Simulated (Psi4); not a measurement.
Run report: CHF₂, excited-state calculation

The run: excited-state calculation of CHF₂, multiplicity 4, SMILES F[CH]F. Method and program: TDDFT (PBE)/Sadlej-LPol-ds, UKS (Psi4 1.11).

The geometry is that of the parent species in another charge or spin state. The geometry comes from this level: PBE0-D4/def2-TZVP.

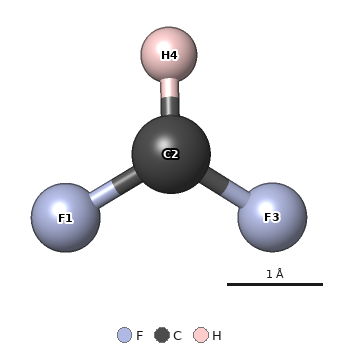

*The input geometry (ball-and-stick view, seen on its broad side; atoms are numbered from 1 in the order of the input).*

Bond lengths as drawn: C–F 1.32 Å and C–H 1.09 Å.

Summary

- outcome: converged
- total energy: −237.629157 hartree
- basis functions: 121
- ⟨S²⟩: 3.752
- dipole moment: 4.26 D
- lowest excitation: 0.26 eV
- hardware: 1 thread of Intel Xeon @ 2.90GHz (Ice Lake), 64 GiB of memory available, shared host
- wall time: 38 s
- peak memory: 0.57 GiB

Input (input.inp)
```python
memory 1600 mb

molecule geom {
  0 4
  F     -1.208200     0.264600    -0.141700
  C      0.038600     0.063400     0.244400
  F      0.433100    -1.166800    -0.029600
  H      0.736500     0.838700    -0.073100
  symmetry c1
  no_reorient
  no_com
}

set {
  basis Sadlej-LPol-ds
  reference uks
  save_jk true
}

from psi4.driver.procrouting.response.scf_response import tdscf_excitations
e, wfn = energy("pbe", return_wfn=True)
states = tdscf_excitations(wfn, states=3, tda=False)
```

Run as:
```bash
psi4 -i input.inp -o input.out -n 1
```

Log
```
Psi4 1.11 release

   => Loading Basis Set <=

    Name: SADLEJ-LPOL-DS
    Role: ORBITAL
    Keyword: BASIS

         ---------------------------------------------------------
                                   SCF
                              UKS Reference
                        1 Threads,   1525 MiB Core
         ---------------------------------------------------------

  ==> Geometry <==

    Molecular point group: c1
    Full point group: C1

    Geometry (in Angstrom), charge = 0, multiplicity = 4:

       Center              X                  Y                   Z               Mass
    ------------   -----------------  -----------------  -----------------  -----------------
         F           -1.208200000000     0.264600000000    -0.141700000000    18.998403162730
         C            0.038600000000     0.063400000000     0.244400000000    12.000000000000
         F            0.433100000000    -1.166800000000    -0.029600000000    18.998403162730
         H            0.736500000000     0.838700000000    -0.073100000000     1.007825032230

  Running in c1 symmetry.

  Rotational constants: A =      1.06954  B =      0.36750  C =      0.27987 [cm^-1]
  Rotational constants: A =  32064.01629  B =  11017.50104  C =   8390.14633 [MHz]
  Nuclear repulsion =   70.538268333855825

  Charge       = 0
  Multiplicity = 4
  Electrons    = 25
  Nalpha       = 14
  Nbeta        = 11

  ==> Algorithm <==

  SCF Algorithm Type is DF.
  DIIS enabled.
  MOM disabled.
  Fractional occupation disabled.
  Guess Type is SAD.
  Energy threshold   = 1.00e-06
  Density threshold  = 1.00e-06
  Integral threshold = 1.00e-12

  ==> Primary Basis <==

  Basis Set: SADLEJ-LPOL-DS
    Blend: SADLEJ-LPOL-DS
    Number of shells: 49
    Number of basis functions: 121
    Number of Cartesian functions: 130
    Spherical Harmonics?: true
    Max angular momentum: 2

  ==> DFT Potential <==

   => LibXC <=

    Version 7.1.2

   => Composite Functional: PBE <=

    PBE GGA Exchange-Correlation Functional

    Deriv               =              1
    GGA                 =           TRUE
    Meta                =          FALSE

    Exchange Hybrid     =          FALSE
    MP2 Hybrid          =          FALSE

   => Exchange Functionals <=

    1.0000     XC_GGA_X_PBE

   => Correlation Functionals <=

    1.0000     XC_GGA_C_PBE

   => LibXC Density Thresholds  <==

    XC_GGA_C_PBE:  1.00E-12
    XC_GGA_X_PBE:  1.00E-15

   => Molecular Quadrature <=

    Radial Scheme          =       TREUTLER
    Pruning Scheme         =           NONE
    Nuclear Scheme         =       TREUTLER

    Blocking Scheme        =         OCTREE
    BS radius alpha        =              1
    Pruning alpha          =              1
    Radial Points          =             75
    Spherical Points       =            302
    Total Points           =          88659
    Total Blocks           =            720
    Max Points             =            255
    Max Functions          =            121
    Weights Tolerance      =       1.00E-15

   => Loading Basis Set <=

    Name: (SADLEJ-LPOL-DS AUX)
    Role: JKFIT
    Keyword: DF_BASIS_SCF

  ==> Integral Setup <==

  DFHelper Memory: AOs need 0.030 GiB; user supplied 0.817 GiB.
  SCF_SUBTYPE=INCORE selected. In-core MEM_DF algorithm will be used.
  Using in-core AOs.

  ==> MemDFJK: Density-Fitted J/K Matrices <==

    J tasked:                   Yes
    K tasked:                    No
    wK tasked:                   No
    Memory [MiB]:               837
    Algorithm:                 Core
    Schwarz Cutoff:           1E-12
    Mask sparsity (%):       0.1093
    Fitting Condition:        1E-10

   => Auxiliary Basis Set <=

  Basis Set: (SADLEJ-LPOL-DS AUX)
    Blend: DEF2-UNIVERSAL-JKFIT
    Number of shells: 81
    Number of basis functions: 247
    Number of Cartesian functions: 295
    Spherical Harmonics?: true
    Max angular momentum: 4

  Cached 100.0% of DFT collocation blocks in 0.300 [GiB].

  Minimum eigenvalue in the overlap matrix is 1.9218235908E-05.
  Reciprocal condition number of the overlap matrix is 1.8177365502E-06.
    Using symmetric orthogonalization.

  ==> Pre-Iterations <==

  SCF Guess: Superposition of Atomic Densities via on-the-fly atomic UHF (no occupation information).

   -------------------------
    Irrep   Nso     Nmo
   -------------------------
     A        121     121
   -------------------------
    Total     121     121
   -------------------------

  ==> Iterations <==

                           Total Energy        Delta E     RMS |[F,P]|

   @DF-UKS iter SAD:  -237.72779955268098   -2.37728e+02   0.00000e+00
   @DF-UKS iter   1:  -237.47633160377015    2.51468e-01   3.69170e-03 DIIS/ADIIS
   @DF-UKS iter   2:  -236.93064509719244    5.45687e-01   9.65261e-03 DIIS/ADIIS
   @DF-UKS iter   3:  -237.53913819344874   -6.08493e-01   2.86035e-03 DIIS/ADIIS
   @DF-UKS iter   4:  -237.62539825293950   -8.62601e-02   6.32361e-04 DIIS/ADIIS
   @DF-UKS iter   5:  -237.61577380184184    9.62445e-03   9.89101e-04 DIIS/ADIIS
   @DF-UKS iter   6:  -237.62865089770875   -1.28771e-02   2.50457e-04 DIIS/ADIIS
   @DF-UKS iter   7:  -237.62540176693346    3.24913e-03   7.54185e-04 DIIS/ADIIS
   @DF-UKS iter   8:  -237.62905283526908   -3.65107e-03   9.42258e-05 DIIS
   @DF-UKS iter   9:  -237.62914660628735   -9.37710e-05   2.20289e-05 DIIS
   @DF-UKS iter  10:  -237.62915530495044   -8.69866e-06   9.57503e-06 DIIS
   @DF-UKS iter  11:  -237.62915698540493   -1.68045e-06   4.46825e-06 DIIS
   @DF-UKS iter  12:  -237.62915721880691   -2.33402e-07   6.43324e-07 DIIS
  Energy and wave function converged.

  ==> Post-Iterations <==

   Electrons on quadrature grid:
      Nalpha   =   14.0000787647 ; deviation = 7.876e-05
      Nbeta    =   10.9999932730 ; deviation = -6.727e-06
      Ntotal   =   25.0000720377 ; deviation = 7.204e-05

   @Spin Contamination Metric:   2.417983399E-03
   @S^2 Expected:                3.750000000E+00
   @S^2 Observed:                3.752417983E+00
   @S   Expected:                1.500000000E+00
   @S   Observed:                1.500000000E+00

    Orbital Energies [Eh]
    ---------------------

    Alpha Occupied:

       1A    -24.562654     2A    -24.562642     3A    -10.198866
       4A     -1.333946     5A     -1.274258     6A     -0.798814
       7A     -0.692599     8A     -0.686651     9A     -0.626665
      10A     -0.569356    11A     -0.563519    12A     -0.549504
      13A     -0.334313    14A     -0.076135

    Alpha Virtual:

      15A     -0.065458    16A     -0.064258    17A     -0.028794
      18A     -0.006333    19A      0.003496    20A      0.017879
      21A      0.033616    22A      0.039893    23A      0.046360
      24A      0.056100    25A      0.059726    26A      0.081909
      27A      0.096217    28A      0.107415    29A      0.130261
      30A      0.138196    31A      0.148058    32A      0.155732
      33A      0.169253    34A      0.169292    35A      0.174779
      36A      0.180308    37A      0.184471    38A      0.244390
      39A      0.255325    40A      0.267446    41A      0.279547
      42A      0.327338    43A      0.342481    44A      0.357613
      45A      0.360676    46A      0.400607    47A      0.421785
      48A      0.421906    49A      0.452571    50A      0.465889
      51A      0.488539    52A      0.493068    53A      0.499465
      54A      0.529856    55A      0.530064    56A      0.543810
      57A      0.556276    58A      0.597157    59A      0.607169
      60A      0.640653    61A      0.659274    62A      0.675628
      63A      0.694132    64A      0.740524    65A      0.763820
      66A      0.764910    67A      0.811449    68A      0.858333
      69A      0.951874    70A      0.975040    71A      1.078330
      72A      1.160314    73A      1.191867    74A      1.192336
      75A      1.325117    76A      1.432009    77A      1.434416
      78A      1.508175    79A      1.515198    80A      1.526973
      81A      1.577355    82A      1.595104    83A      1.604088
      84A      1.657323    85A      1.673499    86A      1.727657
      87A      1.747551    88A      1.772237    89A      1.871669
      90A      1.923649    91A      1.925901    92A      2.069332
      93A      2.148467    94A      2.241820    95A      2.246069
      96A      2.284110    97A      2.422087    98A      2.618310
      99A      2.699364   100A      3.137863   101A      3.506040
     102A      3.738587   103A      4.404901   104A      4.420413
     105A      4.430006   106A      4.456252   107A      4.599562
     108A      4.637536   109A      4.639460   110A      4.708045
     111A      4.729859   112A      4.921984   113A      5.633612
     114A      5.662313   115A      5.732273   116A      5.752099
     117A      5.989257   118A      6.203108   119A     20.898986
     120A     50.741039   121A     50.764186

    Beta Occupied:

       1A    -24.550454     2A    -24.550444     3A    -10.177704
       4A     -1.309585     5A     -1.250070     6A     -0.755443
       7A     -0.665483     8A     -0.643060     9A     -0.593027
      10A     -0.539045    11A     -0.527875

    Beta Virtual:

      12A     -0.498790    13A     -0.221235    14A     -0.038961
      15A     -0.029742    16A     -0.012146    17A      0.010085
      18A      0.027308    19A      0.036386    20A      0.064581
      21A      0.071093    22A      0.072880    23A      0.079753
      24A      0.087964    25A      0.092341    26A      0.112953
      27A      0.131490    28A      0.131682    29A      0.166561
      30A      0.167672    31A      0.186442    32A      0.187276
      33A      0.197368    34A      0.207401    35A      0.216146
      36A      0.220431    37A      0.244952    38A      0.274679
      39A      0.288388    40A      0.293012    41A      0.309154
      42A      0.364455    43A      0.368285    44A      0.383345
      45A      0.394284    46A      0.440627    47A      0.443647
      48A      0.447962    49A      0.484493    50A      0.493753
      51A      0.512871    52A      0.522585    53A      0.530068
      54A      0.553010    55A      0.569441    56A      0.574528
      57A      0.589794    58A      0.627765    59A      0.637484
      60A      0.693124    61A      0.701093    62A      0.712649
      63A      0.724309    64A      0.777770    65A      0.784863
      66A      0.796186    67A      0.833048    68A      0.901345
      69A      0.995230    70A      1.003927    71A      1.102522
      72A      1.190050    73A      1.210726    74A      1.227898
      75A      1.355678    76A      1.466757    77A      1.468262
      78A      1.525951    79A      1.534339    80A      1.547067
      81A      1.601535    82A      1.621674    83A      1.635338
      84A      1.679061    85A      1.698933    86A      1.750039
      87A      1.791583    88A      1.817295    89A      1.921264
      90A      1.957685    91A      1.998831    92A      2.124945
      93A      2.211528    94A      2.293520    95A      2.311184
      96A      2.320786    97A      2.484397    98A      2.692210
      99A      2.757734   100A      3.214508   101A      3.548845
     102A      3.811555   103A      4.431128   104A      4.456403
     105A      4.464701   106A      4.488355   107A      4.623783
     108A      4.667959   109A      4.673268   110A      4.736689
     111A      4.758437   112A      4.942805   113A      5.655743
     114A      5.681622   115A      5.760281   116A      5.791391
     117A      6.014855   118A      6.221158   119A     20.929188
     120A     50.756627   121A     50.779790

    Final Occupation by Irrep:
              A
    DOCC [    11 ]
    SOCC [     3 ]
    NA   [    14 ]
    NB   [    11 ]

  @DF-UKS Final Energy:  -237.62915721880691

   => Energetics <=

    Nuclear Repulsion Energy =             70.5382683338558252
    One-Electron Energy =                -465.3189107174160881
    Two-Electron Energy =                 183.2499204522250693
    DFT Exchange-Correlation Energy =     -26.0984352874717551
    Empirical Dispersion Energy =           0.0000000000000000
    VV10 Nonlocal Energy =                  0.0000000000000000
    Total Energy =                       -237.6291572188069097

  UHF NO Occupations:
  HONO-2 :   12  A 1.0000000
  HONO-1 :   13  A 1.0000000
  HONO-0 :   14  A 1.0000000
  LUNO+0 :   15  A 0.0004080
  LUNO+1 :   16  A 0.0003025
  LUNO+2 :   17  A 0.0002682
  LUNO+3 :   18  A 0.0000939

Computation Completed

Properties will be evaluated at   0.000000,   0.000000,   0.000000 [a0]

Properties computed using the SCF density matrix

 Multipole Moments:

 ------------------------------------------------------------------------------------
     Multipole            Electronic (a.u.)      Nuclear  (a.u.)        Total (a.u.)
 ------------------------------------------------------------------------------------

 L = 1.  Multiply by 2.5417464519 to convert [e a0] to [Debye]
 Dipole X            :         10.3163952          -11.3530966           -1.0367014
 Dipole Y            :         11.9053208          -13.0404331           -1.1351122
 Dipole Z            :          0.9506260           -0.2804354            0.6701907
 Magnitude           :                                                    1.6770167

 ------------------------------------------------------------------------------------

	total time  =         10 seconds =       0.17 minutes

******************************************************************************************
**********                               WARNING                                **********
**********       The names of excited state variables changed between 1.5       **********
**********     and 1.6. For a quick solution, remove the symmetry specifier     **********
**********   from the variable name. For full details, see 'Notes on Psivars'   **********
**********                        in the documentation.                         **********
******************************************************************************************

         ---------------------------------------------------------
                         TDSCF excitation energies
         ---------------------------------------------------------

  ==> Options <==

     Residual threshold  : 1.0000e-04
     Initial guess       : denominators
     Reference           : UHF
     Solver type         : RPA (Hamiltonian)

  ==> Requested Excitations <==

      3 singlet states with A symmetry

  ==> Seeking the lowest 3 singlet states with A symmetry

                        Generalized Hamiltonian Solver

  ==> Options <==

    Max number of iterations        = 60
    Eigenvector tolerance           = 1.0000e-04
    Max number of expansion vectors = 600

  => Iterations <=
                              Max[D[value]]     Max[|R|]   # vectors
  HamiltonianSolver iter   1:   3.44762e-02  8.90279e-02     12
  HamiltonianSolver iter   2:   3.52119e-03  5.89382e-02     15
  HamiltonianSolver iter   3:   7.26943e-04  1.72968e-02     21
  HamiltonianSolver iter   4:   8.98162e-05  3.36951e-03     27
  HamiltonianSolver iter   5:   2.70584e-06  7.24784e-04     33
  HamiltonianSolver iter   6:   1.03420e-07  1.35536e-04     39
  HamiltonianSolver iter   7:   4.24952e-09  3.17769e-05     41      Converged

******************************************************************************************
**********                               WARNING                                **********
**********  Length-gauge rotatory strengths are **NOT** gauge-origin invariant  **********
******************************************************************************************

                                    Excitation Energy         Total Energy        Oscillator Strength             Rotatory Strength
     #   Sym: GS->ES (Trans)        au              eV              au          au (length)    au (velocity)    au (length)    au (velocity)
    ---- -------------------- --------------- --------------- --------------- --------------- --------------- --------------- ---------------
     1        A->A (1 A)       0.00939         0.25548        -237.61977       0.0168          0.0207          0.0000          0.0000
     2        A->A (1 A)       0.01317         0.35833        -237.61599       0.0247          0.0163         -0.0000         -0.0000
     3        A->A (1 A)       0.03233         0.87978        -237.59683       0.0001          0.0002         -0.0000         -0.0000

Contributing excitations and de-excitations
Only contributions with abs(coeff) > 1.00e-01 will be printed:

Excited State    1 (1 A):   0.00939 au   4852.98 nm f = 0.0168
Alpha orbitals:
  Sums of squares: Xssq =  1.010786e+00; Yssq =  1.480317e-02; Xssq - Yssq =  9.959831e-01
     14a (a) ->  16a (a)    1.004761 (100.954%)
     14a (a) <-  16a (a)    0.117579 ( 1.382%)
Beta orbitals:
  Sums of squares: Xssq =  5.860103e-03; Yssq =  1.843215e-03; Xssq - Yssq =  4.016888e-03

Excited State    2 (1 A):   0.01317 au   3460.10 nm f = 0.0247
Alpha orbitals:
  Sums of squares: Xssq =  1.012048e+00; Yssq =  1.374982e-02; Xssq - Yssq =  9.982984e-01
     14a (a) ->  15a (a)    1.003165 (100.634%)
     14a (a) <-  15a (a)   -0.104804 ( 1.098%)
Beta orbitals:
  Sums of squares: Xssq =  6.057924e-03; Yssq =  4.356351e-03; Xssq - Yssq =  1.701572e-03

Excited State    3 (1 A):   0.03233 au   1409.26 nm f = 0.0001
Alpha orbitals:
  Sums of squares: Xssq =  2.462387e-03; Yssq =  1.120567e-03; Xssq - Yssq =  1.341820e-03
Beta orbitals:
  Sums of squares: Xssq =  1.006094e+00; Yssq =  7.435936e-03; Xssq - Yssq =  9.986582e-01
     10a (b) ->  12a (b)    0.660634 (43.644%)
     11a (b) ->  12a (b)    0.753984 (56.849%)

******************************************************************************************
**********                               WARNING                                **********
**********       The names of excited state variables changed between 1.5       **********
**********     and 1.6. For a quick solution, remove the symmetry specifier     **********
**********   from the variable name. For full details, see 'Notes on Psivars'   **********
**********                        in the documentation.                         **********
******************************************************************************************

    Psi4 run time: 0:00:36.92
```

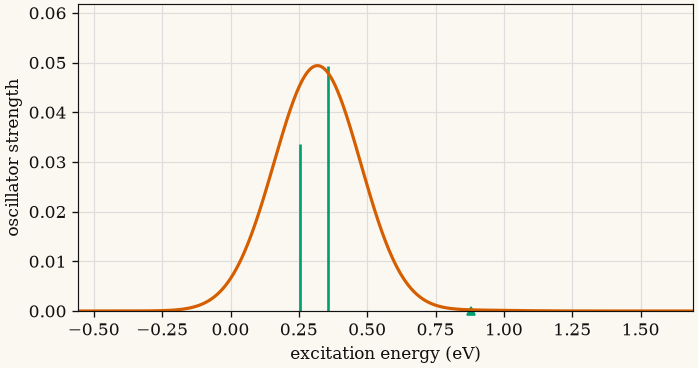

*Computed excitations as sticks (degenerate states added up, dark ones marked on the axis), with a Gaussian envelope of 0.35 eV full width at half maximum, scaled to the tallest.*

Of the 6 states the lowest lies at 0.26 eV (f = 0.017); the strongest line is at 0.36 eV, or 3460 nm (f = 0.049, summed over 2 states that lie within 0.004 eV).
